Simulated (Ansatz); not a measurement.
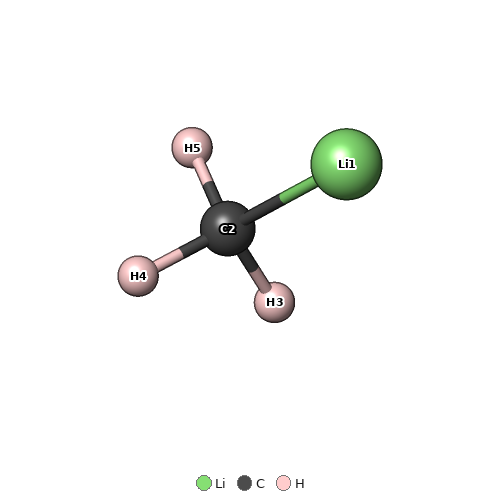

The system is CH3Li, SMILES [Li][CH3]; the picture shows the grid point nearest to the relaxed geometry. 
- Two internal coordinates are moved rigidly from the geometry relaxed at PBE0-D4/def2-TZVP, all others fixed.
- Coordinates scanned: (1) bond C2–H5; (2) angle H4–C2–Li1.
- The grid has 7 × 7 points.
- Points are written as (first, second).
- Energies: eV, counted from the lowest grid point.
- These are results of Ansatz, RKS PBE-D4/def2-TZVPP, not measurements.

Its coordinates:

```xyz
5

Li    1.4114    0.8565   -0.7915
C    -0.0942   -0.0795    0.0499
H    -0.0928   -1.1600   -0.1516
H    -0.1026    0.0213    1.1444
H    -1.0930    0.2961   -0.3000
```

Range: bond C2–H5 from 0.989 to 1.319 Å; angle H4–C2–Li1 from 83 to 143°.

> Predict the map.

The lowest grid point is at (1.123 Å, 113°). It is the only kind of minimum in the scanned range. The highest grid point, (1.319 Å, 83°), lies 0.857 eV above the lowest. Round the minimum the two coordinates are weakly coupled (coupling −0.08 in units of the two stiffnesses).

```tsv
angle H4–C2–Li1 ↓, bond C2–H5 →	0.989	1.021	1.068	1.123	1.184	1.249	1.319
143	0.726	0.582	0.459	0.419	0.468	0.597	0.793
133	0.469	0.330	0.214	0.181	0.240	0.379	0.585
123	0.314	0.179	0.069	0.044	0.111	0.260	0.476
113	0.253	0.122	0.018	0.000	0.076	0.233	0.460
103	0.278	0.151	0.052	0.041	0.125	0.291	0.526
93	0.377	0.253	0.159	0.154	0.245	0.419	0.664
83	0.535	0.414	0.325	0.325	0.423	0.604	0.857
```

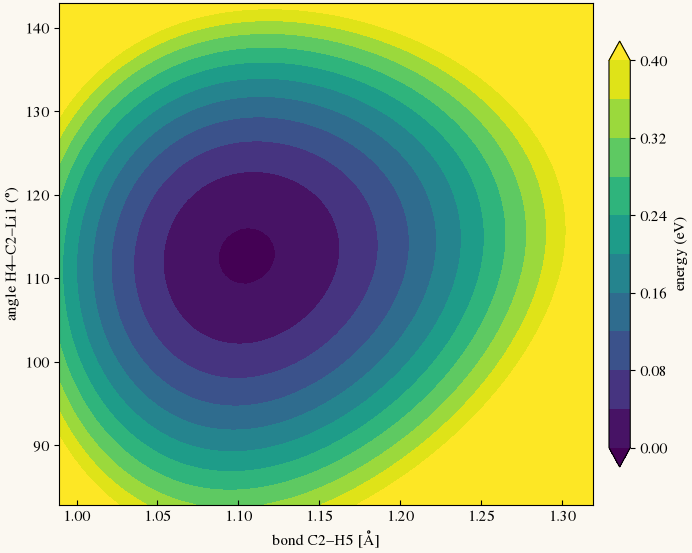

In the figure: filled contours, one colour for all values above the top of the scale. Between grid points the surface is interpolated.
